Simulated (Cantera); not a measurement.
Charge: 1 mol S, 4.5 mol H₂O, held at 1302 °C.

Equilibrium computed with Cantera from the NASA thermochemical tables; the gas is ideal and each condensed phase is pure. Candidate condensed phases: H₂O, H₂SO₄, S; 19 gas species. The ideal-gas law is rough above about 30 bar. Equilibrium is a limit: real reactors are often held back by kinetics, nucleation or transport.

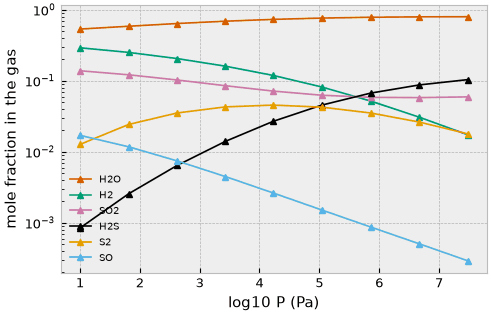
Fig. 1. Equilibrium gas composition (values under 1e-9 drawn at 1e-9)

From 0.000100 bar to 300 bar nothing is condensed.
